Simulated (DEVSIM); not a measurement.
Device: Co/SiO2/p-Si capacitor, at 300 K.

| layer (left to right) | material | thickness (nm) | Na (cm⁻³) |
|---|---|---|---|
| 1 | SiO2 | 14.0 | - |
| 2 | Si | 17000 | 1.2e15 |

Metal gate on the left, work function 5 eV. Fixed charge at the semiconductor interface 0 cm⁻² (in units of +e); interface traps 1e12 cm⁻² eV⁻¹, uniform in energy, neutral level at 0.3 of the gap above the valence band.

Constants are typed, rounded textbook-type inputs, not results; the design itself was drawn at random and stands for no fabricated device. Values at 300 K.

```csv
parameter,SiO2,Si
gap (eV),9,1.124
affinity (eV),0.9,4.05
permittivity,3.9,11.7
Nc (cm⁻³),-,2.86e19
Nv (cm⁻³),-,3.1e19
```

Model (solved in DEVSIM): 1D Poisson equation in equilibrium, Boltzmann statistics, complete ionisation; no quantum confinement or tunnelling. Metal contacts follow the ideal Schottky-Mott rule: no Fermi-level pinning, no interface dipoles.

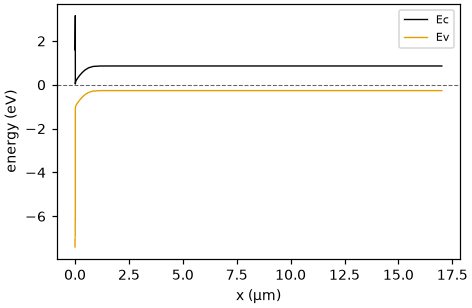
Fig. 1. Band edges at 2.5 V on the gate

Energies count from the Fermi level of the right contact; mesh points crowd at the junctions.

| x (μm) | Ec (eV) | Ev (eV) | n (cm⁻³) | p (cm⁻³) | field (V/cm) |
|---|---|---|---|---|---|
| 0.000 | 1.600 | -7.400 | < 1e2 | < 1e2 | 1100000 |
| 0.001681 | 1.790 | -7.210 | < 1e2 | < 1e2 | 1100000 |
| 0.005574 | 2.230 | -6.770 | < 1e2 | < 1e2 | 1100000 |
| 0.01075 | 2.816 | -6.184 | < 1e2 | < 1e2 | 1100000 |
| 0.01381 | 3.161 | -5.839 | < 1e2 | < 1e2 | 1100000 |
| 0.01546 | 0.060 | -1.064 | 2.8e18 | < 1e2 | 150000 |
| 0.01960 | 0.101 | -1.023 | 5.7e17 | 210 | 69000 |
| 0.03735 | 0.168 | -0.956 | 4.3e16 | 2700 | 24000 |
| 0.07617 | 0.239 | -0.885 | 2.7e15 | 42000 | 16000 |
| 0.1821 | 0.388 | -0.736 | 8.8e12 | 1.3e7 | 13000 |
| 0.4501 | 0.667 | -0.457 | 1.8e8 | 6.4e11 | 7900 |
| 1.598 | 0.861 | -0.263 | 97000 | 1.2e15 | ≈ 0 |
| 4.250 | 0.861 | -0.263 | 97000 | 1.2e15 | ≈ 0 |
| 10.31 | 0.861 | -0.263 | 97000 | 1.2e15 | ≈ 0 |
| 15.17 | 0.861 | -0.263 | 97000 | 1.2e15 | ≈ 0 |
| 16.30 | 0.861 | -0.263 | 97000 | 1.2e15 | ≈ 0 |
| 16.75 | 0.861 | -0.263 | 97000 | 1.2e15 | ≈ 0 |
| 16.91 | 0.861 | -0.263 | 97000 | 1.2e15 | ≈ 0 |
| 16.99 | 0.861 | -0.263 | 97000 | 1.2e15 | ≈ 0 |
| 17.00 | 0.861 | -0.263 | 97000 | 1.2e15 | ≈ 0 |
| 17.01 | 0.861 | -0.263 | 97000 | 1.2e15 | ≈ 0 |
| 17.01 | 0.861 | -0.263 | 97000 | 1.2e15 | ≈ 0 |
